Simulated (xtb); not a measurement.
Run report: C3H4F2Si, geometry relaxation (part 3 of 3)

C3H4F2Si; GFN2-xTB (xtb 6.7.1). 

Geometry of the input (Å):
```
C  2.5069  -0.1545  -0.5682
C  1.3416  0.0019  -0.6505
Si -0.3577  0.1496  -0.5298
C  -1.2309  -0.1308  1.0273
F  -1.0568  -0.6328  -1.7700
F  -0.6763  1.5936  -1.1791
H  3.6401  -0.3310  -0.5574
H  -2.3876  0.0484  1.0819
H  -1.1253  -1.1070  1.3119
H  -0.8535  0.5270  1.7723
```

**Output, continued**
```
         #    Occupation            Energy/Eh            Energy/eV
      -------------------------------------------------------------
         1        2.0000           -0.8860220             -24.1099
       ...           ...                  ...                  ...
        11        2.0000           -0.5016859             -13.6516
        12        2.0000           -0.4870180             -13.2524
        13        2.0000           -0.4830408             -13.1442
        14        2.0000           -0.4770394             -12.9809
        15        2.0000           -0.4449266             -12.1071
        16        2.0000           -0.4434836             -12.0678
        17        2.0000           -0.4317779             -11.7493 (HOMO)
        18                         -0.2253016              -6.1308 (LUMO)
        19                         -0.2237368              -6.0882
        20                         -0.1288879              -3.5072
        21                         -0.1132231              -3.0810
        22                         -0.0717549              -1.9525
       ...                                ...                  ...
        33                          1.3464426              36.6386
      -------------------------------------------------------------
                  HL-Gap            0.2064763 Eh            5.6185 eV
             Fermi-level           -0.3285397 Eh           -8.9400 eV

 SCC (total)                   0 d,  0 h,  0 min,  0.010 sec
 SCC setup                      ...        0 min,  0.000 sec (  1.283%)
 Dispersion                     ...        0 min,  0.000 sec (  0.619%)
 classical contributions        ...        0 min,  0.000 sec (  0.210%)
 integral evaluation            ...        0 min,  0.002 sec ( 20.780%)
 iterations                     ...        0 min,  0.003 sec ( 28.102%)
 molecular gradient             ...        0 min,  0.005 sec ( 46.300%)
 printout                       ...        0 min,  0.000 sec (  2.356%)

         :::::::::::::::::::::::::::::::::::::::::::::::::::::
         ::                     SUMMARY                     ::
         :::::::::::::::::::::::::::::::::::::::::::::::::::::
         :: total energy             -19.694743464862 Eh    ::
         :: gradient norm              0.000563826083 Eh/a0 ::
         :: HOMO-LUMO gap              5.618507075873 eV    ::
         ::.................................................::
         :: SCC energy               -19.935256472324 Eh    ::
         :: -> isotropic ES            0.043095141143 Eh    ::
         :: -> anisotropic ES         -0.001156137041 Eh    ::
         :: -> anisotropic XC          0.009307839897 Eh    ::
         :: -> dispersion             -0.005735496904 Eh    ::
         :: repulsion energy           0.240513007463 Eh    ::
         :: add. restraining           0.000000000000 Eh    ::
         :: total charge               0.000000000000 e     ::
         :::::::::::::::::::::::::::::::::::::::::::::::::::::

           -------------------------------------------------
          |                Property Printout                |
           -------------------------------------------------

    * Orbital Energies and Occupations

         #    Occupation            Energy/Eh            Energy/eV
      -------------------------------------------------------------
         1        2.0000           -0.8860220             -24.1099
       ...           ...                  ...                  ...
         5        2.0000           -0.5804493             -15.7948
         6        2.0000           -0.5375150             -14.6265
         7        2.0000           -0.5292982             -14.4029
         8        2.0000           -0.5210124             -14.1775
         9        2.0000           -0.5194931             -14.1361
        10        2.0000           -0.5091523             -13.8547
        11        2.0000           -0.5016859             -13.6516
        12        2.0000           -0.4870180             -13.2524
        13        2.0000           -0.4830408             -13.1442
        14        2.0000           -0.4770394             -12.9809
        15        2.0000           -0.4449266             -12.1071
        16        2.0000           -0.4434836             -12.0678
        17        2.0000           -0.4317779             -11.7493 (HOMO)
        18                         -0.2253016              -6.1308 (LUMO)
        19                         -0.2237368              -6.0882
        20                         -0.1288879              -3.5072
        21                         -0.1132231              -3.0810
        22                         -0.0717549              -1.9525
        23                          0.0466190               1.2686
        24                          0.0505633               1.3759
        25                          0.0994010               2.7048
        26                          0.1808161               4.9203
        27                          0.2197113               5.9786
        28                          0.2221882               6.0460
       ...                                ...                  ...
        33                          1.3464426              36.6386
      -------------------------------------------------------------
                  HL-Gap            0.2064763 Eh            5.6185 eV
             Fermi-level           -0.3285397 Eh           -8.9400 eV

     #   Z          covCN         q      C6AA      α(0)
     1   6 C        1.910    -0.063    32.802     9.250
     2   6 C        1.862    -0.099    33.878     9.402
     3  14 Si       3.170     0.644   140.381    25.126
     4   6 C        3.652    -0.198    24.758     7.146
     5   9 F        0.705    -0.259    11.870     4.068
     6   9 F        0.705    -0.259    11.870     4.068
     7   1 H        0.928     0.093     1.852     2.128
     8   1 H        0.925     0.054     2.271     2.357
     9   1 H        0.925     0.043     2.410     2.428
    10   1 H        0.925     0.043     2.411     2.428

 Mol. C6AA /au·bohr⁶  :       1644.516201
 Mol. C8AA /au·bohr⁸  :      54889.765279
 Mol. α(0) /au        :         68.399692

Wiberg/Mayer (AO) data.
largest (>0.10) Wiberg bond orders for each atom

 ---------------------------------------------------------------------------
     #   Z sym  total        # sym  WBO       # sym  WBO       # sym  WBO
 ---------------------------------------------------------------------------
     1   6 C    3.971 --     2 C    2.927     7 H    0.965
     2   6 C    3.964 --     1 C    2.927     3 Si   0.916
     3  14 Si   4.079 --     6 F    1.081     5 F    1.081     2 C    0.916
                             4 C    0.902
     4   6 C    3.987 --     9 H    0.988    10 H    0.988     8 H    0.979
                             3 Si   0.902
     5   9 F    1.201 --     3 Si   1.081
     6   9 F    1.201 --     3 Si   1.081
     7   1 H    0.991 --     1 C    0.965
     8   1 H    0.997 --     4 C    0.979
     9   1 H    0.998 --     4 C    0.988
    10   1 H    0.998 --     4 C    0.988
 ---------------------------------------------------------------------------

Topologies differ in total number of bonds
Writing topology from bond orders to xtbtopo.mol

molecular dipole:
                 x           y           z       tot (Debye)
 q only:        0.517      -0.257       0.731
   full:        0.498      -0.319       0.977       2.905
molecular quadrupole (traceless):
                xx          xy          yy          xz          yz          zz
 q only:        4.157       0.021      -1.763      -2.970       0.567      -2.394
  q+dip:        9.472      -0.814      -4.592      -3.886       0.562      -4.880
   full:        6.697      -0.203      -3.155      -4.048       0.631      -3.542

           -------------------------------------------------
          |                Geometry Summary                 |
           -------------------------------------------------

      molecular mass/u    :      106.1462757
   center of mass at/Å    :       -0.1354331       0.1829881      -0.6629296
  moments of inertia/u·Å² :        0.1367018E+03   0.2419673E+03   0.2588333E+03
rotational constants/cm⁻¹ :        0.1233168E+00   0.6966904E-01   0.6512930E-01

 * 7 selected distances

     #   Z          #   Z                                           value/Å
     1   6 C        2   6 C                                       1.2014254
     3  14 Si       4   6 C                                       1.8817788 (max)
     3  14 Si       5   9 F                                       1.6033746
     3  14 Si       6   9 F                                       1.6034457
     4   6 C        8   1 H                                       1.0878682
     4   6 C        9   1 H                                       1.0862067
     4   6 C       10   1 H                                       1.0862040 (min)

 * 4 distinct bonds (by element types)

   Z      Z             #   av. dist./Å        max./Å        min./Å
   1 H    6 C           3     1.0867596     1.0878682     1.0862040
   6 C    6 C           1     1.2014254     1.2014254     1.2014254
   6 C   14 Si          1     1.8817788     1.8817788     1.8817788
   9 F   14 Si          2     1.6034101     1.6034457     1.6033746

optimized geometry written to: xtbopt.xyz

           -------------------------------------------------
          | TOTAL ENERGY              -19.694743464862 Eh   |
          | GRADIENT NORM               0.000563826083 Eh/α |
          | HOMO-LUMO GAP               5.618507075873 eV   |
           -------------------------------------------------

------------------------------------------------------------------------
------------------------------------------------------------------------
 total:
 *  cpu-time:     0 d,  0 h,  0 min,  0.255 sec
 * ratio c/w:     0.677 speedup
 SCF:
 *  cpu-time:     0 d,  0 h,  0 min,  0.018 sec
 * ratio c/w:     0.759 speedup
 ANC optimizer:
 *  cpu-time:     0 d,  0 h,  0 min,  0.215 sec
 * ratio c/w:     0.659 speedup
```

**File xtbopt.xyz**
```
10
 energy: -19.694743464862 gnorm: 0.000563826083 xtb: 6.7.1
C            2.59429171287151       -0.19247171626318       -0.58457227424693
C            1.40411757108756       -0.03007399913987       -0.60770787842293
Si          -0.42317925118144        0.20594759246566       -0.60673752918827
C           -1.26332387425145       -0.11680541909280        1.04585991799617
F           -1.06292275495508       -0.70042099342115       -1.76433578838887
F           -0.76079030055585        1.67964612413748       -1.14084342304380
H            3.63710939576937       -0.33056429276518       -0.57472814148928
H           -2.33468605252823        0.05876485669911        0.97646878859633
H           -1.11770848401022       -1.14274914366590        1.37155988808370
H           -0.87252796224618        0.53305699104582        1.82354644010388
```

**Standard error**
```
normal termination of xtb
```

**Trajectory as extended XYZ (Å, eV, eV/Å), 13 frames, from step=0 to step=12**
```
10
Properties=species:S:1:pos:R:3 step=0 energy=-535.03471
C     2.5069   -0.1545   -0.5682
C     1.3416    0.0019   -0.6505
Si   -0.3577    0.1496   -0.5298
C    -1.2309   -0.1308    1.0273
F    -1.0568   -0.6328   -1.7700
F    -0.6763    1.5936   -1.1791
H     3.6401   -0.3310   -0.5574
H    -2.3876    0.0484    1.0819
H    -1.1253   -1.1070    1.3119
H    -0.8535    0.5270    1.7723
10
Properties=species:S:1:pos:R:3 step=1 energy=-535.80186
C     2.5722   -0.1908   -0.5574
C     1.3843   -0.0092   -0.6519
Si   -0.4050    0.1777   -0.5671
C    -1.2543   -0.1274    1.0508
F    -1.0844   -0.6463   -1.7848
F    -0.7085    1.6365   -1.1873
H     3.6371   -0.3186   -0.5610
H    -2.3568    0.0576    1.0379
H    -1.1296   -1.1453    1.3504
H    -0.8546    0.5302    1.8088
10
Properties=species:S:1:pos:R:3 step=2 energy=-535.89386
C     2.5859   -0.1601   -0.5604
C     1.3964   -0.0252   -0.6643
Si   -0.4244    0.1903   -0.5974
C    -1.2539   -0.1256    1.0561
F    -1.0998   -0.6700   -1.7847
F    -0.7310    1.6572   -1.1888
H     3.6122   -0.3311   -0.5255
H    -2.3219    0.0595    1.0082
H    -1.1172   -1.1556    1.3702
H    -0.8459    0.5249    1.8252
10
Properties=species:S:1:pos:R:3 step=3 energy=-535.89741
C     2.5781   -0.2470   -0.5361
C     1.4006   -0.0294   -0.6358
Si   -0.4315    0.2077   -0.6078
C    -1.2576   -0.1210    1.0540
F    -1.0978   -0.6664   -1.7837
F    -0.7372    1.6838   -1.1712
H     3.6305   -0.2940   -0.5709
H    -2.3202    0.0668    0.9869
H    -1.1168   -1.1546    1.3696
H    -0.8478    0.5184    1.8335
10
Properties=species:S:1:pos:R:3 step=4 energy=-535.91399
C     2.5867   -0.1877   -0.5533
C     1.3999   -0.0286   -0.6524
Si   -0.4320    0.2026   -0.6133
C    -1.2522   -0.1219    1.0522
F    -1.1031   -0.6833   -1.7758
F    -0.7532    1.6762   -1.1701
H     3.6295   -0.3249   -0.5354
H    -2.3208    0.0641    0.9853
H    -1.1091   -1.1528    1.3724
H    -0.8454    0.5207    1.8290
10
Properties=species:S:1:pos:R:3 step=5 energy=-535.91683
C     2.5882   -0.1857   -0.5550
C     1.4006   -0.0252   -0.6487
Si   -0.4306    0.2036   -0.6160
C    -1.2517   -0.1206    1.0477
F    -1.0985   -0.6904   -1.7714
F    -0.7609    1.6769   -1.1637
H     3.6305   -0.3297   -0.5356
H    -2.3218    0.0616    0.9888
H    -1.1074   -1.1495    1.3685
H    -0.8480    0.5233    1.8238
10
Properties=species:S:1:pos:R:3 step=6 energy=-535.91935
C     2.5884   -0.1889   -0.5581
C     1.4010   -0.0212   -0.6381
Si   -0.4284    0.2067   -0.6196
C    -1.2505   -0.1180    1.0413
F    -1.0882   -0.7028   -1.7624
F    -0.7740    1.6801   -1.1488
H     3.6301   -0.3341   -0.5407
H    -2.3234    0.0591    0.9853
H    -1.1037   -1.1447    1.3626
H    -0.8509    0.5281    1.8170
10
Properties=species:S:1:pos:R:3 step=7 energy=-535.91974
C     2.5877   -0.1900   -0.5604
C     1.4001   -0.0220   -0.6349
Si   -0.4281    0.2075   -0.6195
C    -1.2508   -0.1176    1.0409
F    -1.0843   -0.7046   -1.7615
F    -0.7752    1.6810   -1.1460
H     3.6297   -0.3341   -0.5425
H    -2.3230    0.0590    0.9838
H    -1.1036   -1.1443    1.3621
H    -0.8520    0.5293    1.8165
10
Properties=species:S:1:pos:R:3 step=8 energy=-535.92033
C     2.5867   -0.1921   -0.5666
C     1.3985   -0.0236   -0.6274
Si   -0.4274    0.2087   -0.6175
C    -1.2528   -0.1172    1.0416
F    -1.0752   -0.7063   -1.7620
F    -0.7747    1.6819   -1.1427
H     3.6291   -0.3334   -0.5486
H    -2.3238    0.0589    0.9810
H    -1.1048   -1.1441    1.3632
H    -0.8554    0.5314    1.8174
10
Properties=species:S:1:pos:R:3 step=9 energy=-535.92079
C     2.5875   -0.1935   -0.5754
C     1.3983   -0.0260   -0.6180
Si   -0.4262    0.2090   -0.6135
C    -1.2568   -0.1168    1.0438
F    -1.0649   -0.7057   -1.7644
F    -0.7708    1.6818   -1.1416
H     3.6302   -0.3325   -0.5581
H    -2.3273    0.0586    0.9793
H    -1.1083   -1.1437    1.3664
H    -0.8613    0.5330    1.8199
10
Properties=species:S:1:pos:R:3 step=10 energy=-535.92104
C     2.5894   -0.1932   -0.5788
C     1.4000   -0.0272   -0.6145
Si   -0.4255    0.2082   -0.6112
C    -1.2590   -0.1168    1.0449
F    -1.0629   -0.7039   -1.7655
F    -0.7678    1.6811   -1.1421
H     3.6321   -0.3320   -0.5632
H    -2.3300    0.0585    0.9792
H    -1.1111   -1.1434    1.3684
H    -0.8648    0.5330    1.8213
10
Properties=species:S:1:pos:R:3 step=11 energy=-535.92121
C     2.5951   -0.1925   -0.5866
C     1.4045   -0.0300   -0.6057
Si   -0.4232    0.2057   -0.6058
C    -1.2645   -0.1167    1.0466
F    -1.0604   -0.6998   -1.7659
F    -0.7603    1.6792   -1.1417
H     3.6378   -0.3308   -0.5767
H    -2.3363    0.0585    0.9774
H    -1.1185   -1.1424    1.3727
H    -0.8738    0.5331    1.8242
10
Properties=species:S:1:pos:R:3 step=12 energy=-535.92127
C     2.5943   -0.1925   -0.5846
C     1.4041   -0.0301   -0.6077
Si   -0.4232    0.2059   -0.6067
C    -1.2633   -0.1168    1.0459
F    -1.0629   -0.7004   -1.7643
F    -0.7608    1.6797   -1.1408
H     3.6371   -0.3306   -0.5747
H    -2.3347    0.0588    0.9765
H    -1.1177   -1.1427    1.3716
H    -0.8725    0.5331    1.8236
```

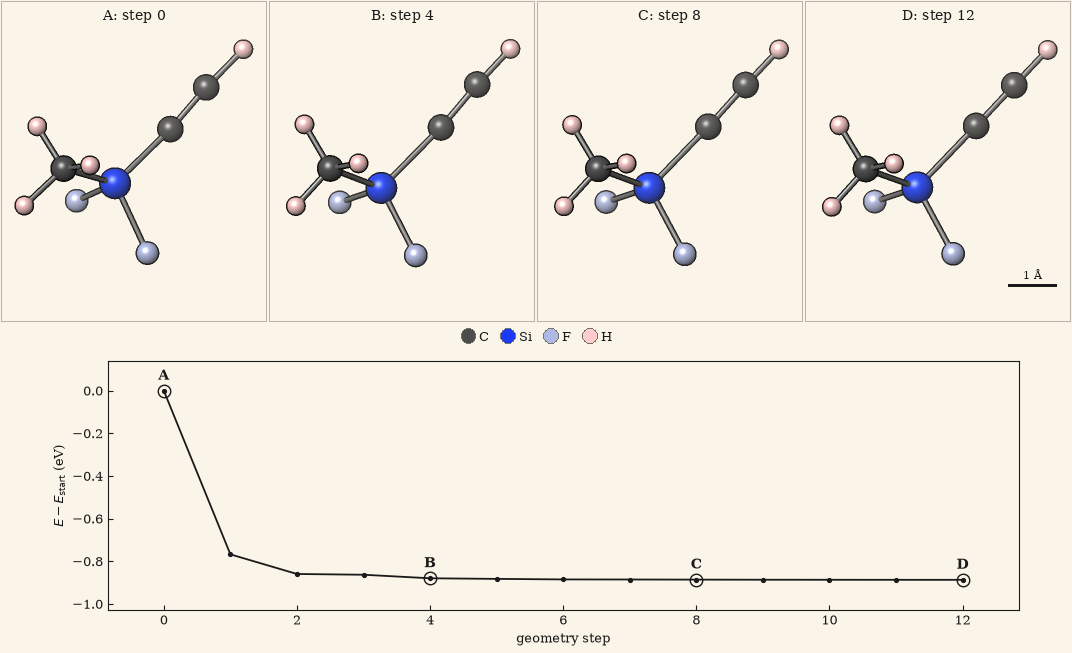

Frames of the relaxation (ball-and-stick view, seen at a tilt) above the curves, on which the letters mark them (steps are counted from 0).

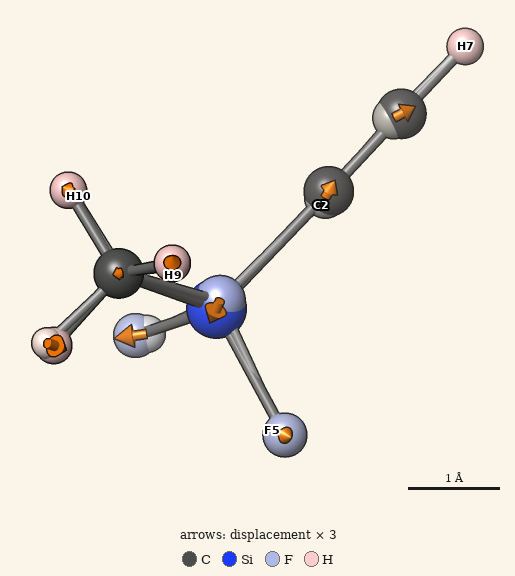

Start (faint) and end (solid) with the displacements as orange arrows, magnified 3 times (ball-and-stick view, seen at a tilt). The two geometries are laid on each other by the best rigid fit. The atom that moves furthest after the best rigid fit is F6 (0.13 Å). By element the largest moves are F 0.13 Å, H 0.12 Å, Si 0.12 Å, C 0.10 Å. Among the contacts that change: C2–Si3 1.710 → 1.842 Å, C1–H7 1.147 → 1.052 Å, C4–H8 1.172 → 1.088 Å, Si3–C4 1.807 → 1.882 Å. Among the angles that change: F5–Si3–F6 92.2° → 101.2°, Si3–C4–H8 119.6° → 110.9°, C1–C2–Si3 171.5° → 178.8°. The energy falls by 0.887 eV in 12 geometry steps. (Atoms are counted from 1 in the order of the input.)

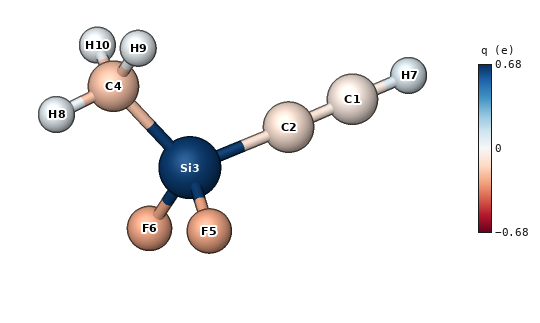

Mulliken charges, as the colour of each atom (ball-and-stick view, seen at a tilt; atoms are numbered from 1 in the order of the input). By element: C −0.20 to −0.06, Si +0.64, F −0.26 and H +0.04 to +0.09 e.

**Results in brief**

| quantity | value |
| --- | --- |
| outcome | converged |
| electrons treated | 34 |
| total energy | −19.694743 hartree |
| dispersion energy | −0.005735 hartree |
| basis functions | 34 |
| HOMO | −11.75 eV |
| LUMO | −6.13 eV |
| dipole moment | 2.90 D |
| hardware | 1 thread of Intel Xeon @ 2.50GHz (Skylake/Cascade Lake), 189 GiB of memory available, shared host |
| peak memory | 0.071 GiB |

**Notes**

Settings chosen away from the usual ones: method = gfn2-xtb; task = optimise; opt_level = normal; x = {}; partner = base.
